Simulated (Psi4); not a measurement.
# HSE06/aug-cc-pVTZ run of NO+ (nitrosonium)

What is the energy change on altering one bond length of NO+ (nitrosonium) at HSE06/aug-cc-pVTZ? 

The calculation is run with Psi4 1.11.

2 further runs of the same task are left out: 2 set aside as unsound or not needed.

## Step 1: Starting point

NO+ has 2 atoms, charge +1, and is taken as a singlet. SMILES: `N#[O+]`. The bond length is the measured one.

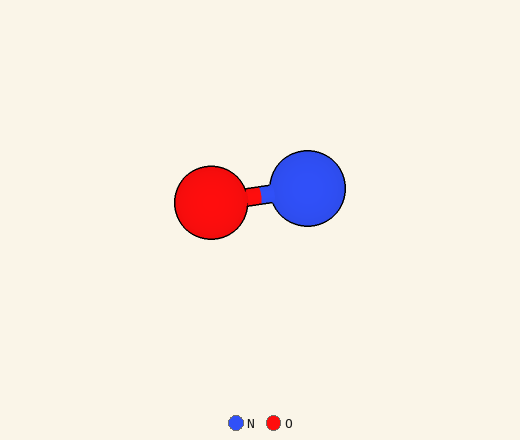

The structure, seen from a chosen angle (nitrogen blue, oxygen red).

## Step 2: The energy at HSE06/aug-cc-pVTZ

Contents of job.inp:

```
memory 1600 MB

molecule {
  1 1
  N      0.000000     0.000000     0.000000
  O      0.000000     0.000000     1.063220
  symmetry c1
  no_reorient
  no_com
}

set puream true
set e_convergence 1e-09
set d_convergence 1e-08
set scf_type pk
set dft_radial_points 99
set dft_spherical_points 590

result, w = energy('hse06/aug-cc-pVTZ', return_wfn=True)
oeprop(w, 'MAYER_INDICES', 'DIPOLE', 'MULLIKEN_CHARGES')
```

On the command line:

```bash
psi4 -n 1 job.inp job.out
```

job.out:

```text
[...]
  Running in c1 symmetry.
[...]
  Nuclear repulsion =   27.871864522413048
[...]
  Multiplicity = 1
[...]
  Nalpha       = 7
  Nbeta        = 7
[...]
    Number of basis functions: 92
[...]
   @RKS iter   1:  -129.45616805425024    1.51783e-01   1.32238e-03 ADIIS/DIIS
[...]
   @RKS iter   8:  -129.46302612663513   -2.58353e-11   2.42308e-09 DIIS
[...]
    Orbital Energies [Eh]
    ---------------------
    Doubly Occupied:
       1A    -19.828603     2A    -15.006847     3A     -1.790573
       4A     -1.098318     5A     -0.983136     6A     -0.983136
       7A     -0.914898
[...]
  @RKS Final Energy:  -129.46302612663513
   => Energetics <=
    Nuclear Repulsion Energy =             27.8718645224130483
    One-Electron Energy =                -225.1794582520998631
    Two-Electron Energy =                  79.3372683000569623
    DFT Exchange-Correlation Energy =     -11.4927006970052883
    Empirical Dispersion Energy =           0.0000000000000000
    VV10 Nonlocal Energy =                  0.0000000000000000
    Total Energy =                       -129.4630261266351283
[...]
 Multipole Moments:
 ------------------------------------------------------------------------------------
     Multipole            Electronic (a.u.)      Nuclear  (a.u.)        Total (a.u.)
 ------------------------------------------------------------------------------------
 L = 1.  Multiply by 2.5417464519 to convert [e a0] to [Debye]
 Dipole X            :         -0.0000000            0.0000000           -0.0000000
 Dipole Y            :          0.0000000            0.0000000            0.0000000
 Dipole Z            :        -15.1560683           16.0735569            0.9174886
 Magnitude           :                                                    0.9174886
[...]
  Mulliken Charges: (a.u.)
   Center  Symbol    Alpha    Beta     Spin     Total
       1     N     3.13899  3.13899  0.00000  0.72203
       2     O     3.86101  3.86101  0.00000  0.27797
   Total alpha =  7.00000, Total beta =  7.00000, Total charge =  1.00000
  Mayer Bond Indices:
[...]
```

Wall time 11 s (1 thread of Intel Xeon Platinum 8375C at 2.90GHz (Ice Lake), shared host); peak memory 0.72 GiB.

## Step 3: The distorted shape: energy and forces at HSE06/aug-cc-pVTZ

Contents of job.dat:

```
memory 1600 MB

molecule system {
  1 1
  N      0.00000000     0.00000000    -0.30137352
  O      0.00000000     0.00000000     2.00919461
  units bohr
  symmetry c1
  no_reorient
  no_com
}

set globals {
  puream true
  e_convergence 1e-09
  d_convergence 1e-08
  scf_type pk
  dft_radial_points 99
  dft_spherical_points 590
}

gradient("hse06/aug-cc-pVTZ")
```

On the command line:

```bash
psi4 job.dat job.out -n 1
```

job.out:

```text
[...]
  Running in c1 symmetry.
[...]
  Nuclear repulsion =   24.236463436375711
[...]
  Multiplicity = 1
[...]
  Nalpha       = 7
  Nbeta        = 7
[...]
    Number of basis functions: 92
[...]
   @RKS iter   1:  -129.38167951758612   -1.05684e-01   2.27431e-03 ADIIS/DIIS
[...]
   @RKS iter   8:  -129.40240757601353   -2.76628e-10   4.97127e-09 DIIS
[...]
    Orbital Energies [Eh]
    ---------------------
    Doubly Occupied:
       1A    -19.828857     2A    -15.044598     3A     -1.652243
       4A     -1.120703     5A     -0.906092     6A     -0.906092
       7A     -0.900903
[...]
  @RKS Final Energy:  -129.40240757601353
   => Energetics <=
    Nuclear Repulsion Energy =             24.2364634363757112
    One-Electron Energy =                -218.3702590004368744
    Two-Electron Energy =                  76.0896381200407745
    DFT Exchange-Correlation Energy =     -11.3582501319931541
    Empirical Dispersion Energy =           0.0000000000000000
    VV10 Nonlocal Energy =                  0.0000000000000000
    Total Energy =                       -129.4024075760135304
[...]
 Multipole Moments:
 ------------------------------------------------------------------------------------
     Multipole            Electronic (a.u.)      Nuclear  (a.u.)        Total (a.u.)
 ------------------------------------------------------------------------------------
 L = 1.  Multiply by 2.5417464519 to convert [e a0] to [Debye]
 Dipole X            :         -0.0000000            0.0000000           -0.0000000
 Dipole Y            :         -0.0000000            0.0000000           -0.0000000
 Dipole Z            :        -13.3290642           13.9639422            0.6348781
 Magnitude           :                                                    0.6348781
[...]
  -Total Gradient:
     Atom            X                  Y                   Z
    ------   -----------------  -----------------  -----------------
       1       -0.000000000000    -0.000000000000    -0.308195779470
       2       -0.000000000000    -0.000000000000     0.308186454588
[...]
```

It took 19 s on 1 thread of Intel Xeon Platinum 8375C at 2.90GHz (Ice Lake), shared host; peak memory 0.73 GiB.

## Step 4: Results

At HSE06/aug-cc-pVTZ:

```
                                                         quantity          value
                                        first shape: total energy  -129.46303 Eh
                                         first shape: HOMO energy      -24.90 eV
                                         first shape: LUMO energy      -13.45 eV
                                       first shape: HOMO–LUMO gap       11.45 eV
                                    distorted shape: total energy  -129.40241 Eh
                                     distorted shape: HOMO energy      -24.51 eV
                                     distorted shape: LUMO energy      -15.13 eV
                                   distorted shape: HOMO–LUMO gap        9.39 eV
                        distorted shape: largest force on an atom    15.848 eV/Å
energy change with the N1–O2 bond stretched from 1.063 to 1.223 Å       1.650 eV
```

In words: With the N1–O2 bond stretched from 1.063 to 1.223 Å the energy rises by 1.65 eV (159 kJ/mol). The first shape isn't relaxed at this level, so the change isn't measured from a minimum.
